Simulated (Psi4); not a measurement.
**[HO2]− (SMILES [O-]O): CCSD(T)/def2-SV(P) (sweep point 1)**

What is the vertical ionisation energy of [HO2]− at CCSD(T)/def2-SV(P) (sweep point 1)? 

The calculation is run with Psi4 1.11.

### 1 The structure to begin with

[HO2]− has 3 atoms, charge -1, and is taken as a singlet. As SMILES, `[O-]O`. The coordinates come from a GFN2-xTB relaxation.

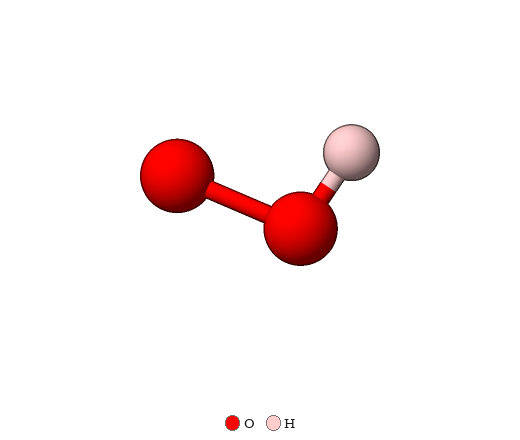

Viewed from a chosen angle; oxygen red, hydrogen pink.

### 2 The energy at CCSD(T)/def2-SV(P) (sweep point 1)

The input, calc.in:

```
memory 1600 MB

molecule system {
  -1 1
  O     -0.355040     1.013280    -0.080710
  O     -0.244450    -0.436620    -0.180910
  H      0.599490    -0.576670     0.261620
  symmetry c1
}

set {
  puream          true
  scf_type        pk
  num_frozen_docc 2
}

result, w = energy("ccsd(t)/def2-SV(P)", return_wfn=True)
```

Command:

```
$ psi4 -n 1 calc.in calc.out
```

calc.out (excerpt; [...] marks lines left out):

```text
[...]
  Running in c1 symmetry.
[...]
  Nuclear repulsion =   29.875865342683984
[...]
  Multiplicity = 1
[...]
  Nalpha       = 9
  Nbeta        = 9
[...]
    Number of basis functions: 30
[...]
   @RHF iter   1:  -149.89917435402890   -9.07780e-01   1.50839e-02 DIIS/ADIIS
[...]
   @RHF iter  13:  -149.99673278774037   -6.25278e-13   5.26764e-09 DIIS
[...]
    Orbital Energies [Eh]
    ---------------------
    Doubly Occupied:
       1A    -20.265219     2A    -20.177106     3A     -1.058677
       4A     -0.749966     5A     -0.356418     6A     -0.257990
       7A     -0.222358     8A     -0.089353     9A     -0.062270
[...]
  @RHF Final Energy:  -149.99673278774037
   => Energetics <=
    Nuclear Repulsion Energy =             29.8758653426839835
    One-Electron Energy =                -273.2664830177598674
    Two-Electron Energy =                  93.3938848873355028
    Total Energy =                       -149.9967327877403704
[...]
 Multipole Moments:
 ------------------------------------------------------------------------------------
     Multipole            Electronic (a.u.)      Nuclear  (a.u.)        Total (a.u.)
 ------------------------------------------------------------------------------------
 L = 1.  Multiply by 2.5417464519 to convert [e a0] to [Debye]
 Dipole X            :         -0.2342050            0.8881296            0.6539245
 Dipole Y            :          0.1352943           -0.7895879           -0.6542936
 Dipole Z            :         -0.0000000            0.0000000           -0.0000000
 Magnitude           :                                                    0.9250499
[...]
      * MP2 total energy                      = -150.360367143894280
[...]
      * CCSD total energy                     = -150.373880550255365
[...]
      * CCSD(T) total energy                  = -150.381212307753628
[...]
```

It took 1.6 s on 1 thread of Intel Xeon 6975P-C (Granite Rapids), shared host; peak memory 0.19 GiB.

### 3 Doublet neutral HO2, same level

The input, ho2.dat:

```
memory 1600 MB

molecule geom {
  0 2
  O     -0.355040     1.013280    -0.080710
  O     -0.244450    -0.436620    -0.180910
  H      0.599490    -0.576670     0.261620
  units angstrom
  symmetry c1
}

set {
  basis           def2-SV(P)
  reference       uhf
  puream          true
  scf_type        pk
  num_frozen_docc 2
  maxiter         150
}

e_tot, wfn = energy("ccsd(t)", return_wfn=True)
```

Command:

```
$ psi4 ho2.dat ho2.out -n 1
```

ho2.out (excerpt; [...] marks lines left out):

```text
[...]
  Running in c1 symmetry.
[...]
  Nuclear repulsion =   29.875865342683984
[...]
  Multiplicity = 2
[...]
  Nalpha       = 9
  Nbeta        = 8
[...]
    Number of basis functions: 30
[...]
   @UHF iter   1:  -149.95367507112246   -9.62281e-01   9.39779e-03 DIIS/ADIIS
[...]
   @UHF iter  20:  -150.02545734287571   -1.96110e-12   9.22113e-09 DIIS
[...]
   @S^2 Observed:                8.042293037E-01
[...]
    Orbital Energies [Eh]
    ---------------------
    Alpha Occupied:
       1A    -20.700835     2A    -20.651383     3A     -1.491290
       4A     -1.212091     5A     -0.743828     6A     -0.735291
       7A     -0.637713     8A     -0.551311     9A     -0.540350
    Alpha Virtual:
      10A      0.164298    11A      0.243802    12A      0.834925
      13A      1.044353    14A      1.070111    15A      1.111824
      16A      1.208644    17A      1.216134    18A      1.312196
      19A      1.372515    20A      1.518699    21A      2.576043
      22A      2.614184    23A      2.686044    24A      2.814626
      25A      2.868432    26A      2.922956    27A      3.302550
[...]
  @UHF Final Energy:  -150.02545734287571
   => Energetics <=
    Nuclear Repulsion Energy =             29.8758653426839835
    One-Electron Energy =                -266.2670374074931487
    Two-Electron Energy =                  86.3657147219334433
    Total Energy =                       -150.0254573428757112
  UHF NO Occupations:
  HONO-2 :    7  A 1.9989733
  HONO-1 :    8  A 1.9746774
[...]
 Multipole Moments:
 ------------------------------------------------------------------------------------
     Multipole            Electronic (a.u.)      Nuclear  (a.u.)        Total (a.u.)
 ------------------------------------------------------------------------------------
 L = 1.  Multiply by 2.5417464519 to convert [e a0] to [Debye]
 Dipole X            :         -0.1234548            0.8881296            0.7646747
 Dipole Y            :          0.5743179           -0.7895879           -0.2152700
 Dipole Z            :          0.0000000            0.0000000            0.0000000
 Magnitude           :                                                    0.7943982
[...]
      * MP2 total energy                      = -150.357516791701443
[...]
      * CCSD total energy                     = -150.385370593474022
[...]
      * CCSD(T) total energy                     = -150.394630984038542
[...]
```

Run time: 2.1 s. Hardware: 1 thread of Intel Xeon 6975P-C (Granite Rapids), shared host; peak memory 0.19 GiB.

### 4 What came out

Level: CCSD(T)/def2-SV(P) (sweep point 1), 2 core orbitals frozen.

| quantity | value |
| --- | --- |
| singlet [HO2]−: total energy | -150.38121 Eh |
| singlet [HO2]−: HOMO energy (Hartree–Fock orbitals) | -1.69 eV |
| singlet [HO2]−: LUMO energy (Hartree–Fock orbitals) | 11.69 eV |
| singlet [HO2]−: HOMO–LUMO gap (to an unbound level, set by the basis) | 13.39 eV |
| singlet [HO2]−: correlation energy (2 core orbitals frozen) | -384.5 mEh |
| singlet [HO2]−: (T) correction | -7.33 mEh |
| singlet [HO2]−: T1 diagnostic | 0.011 |
| doublet neutral HO2: total energy | -150.39463 Eh |
| doublet neutral HO2: HOMO energy (Hartree–Fock orbitals) (highest over α and β) | -13.92 eV |
| doublet neutral HO2: LUMO energy (Hartree–Fock orbitals) (lowest over α and β) | 3.33 eV |
| doublet neutral HO2: correlation energy (2 core orbitals frozen) | -369.2 mEh |
| doublet neutral HO2: (T) correction | -9.26 mEh |
| doublet neutral HO2: ⟨S²⟩ of the reference determinant | 0.804 |
| doublet neutral HO2: T1 diagnostic | 0.064 |
| vertical detachment energy (to the doublet neutral) | -0.365 eV |

**Reading.** The species is unbound against losing an electron at this level, by 0.37 eV (−8.4 kcal/mol); missing correlation or diffuse functions can give that sign where the real anion is bound. The triples (singlet [HO2]−) make up 1.9 % of the correlation energy. The T1 diagnostic (doublet neutral HO2) of 0.064 is above the customary mark for such species, so a single reference may not serve. The triples (doublet neutral HO2) make up 2.5 % of the correlation energy.
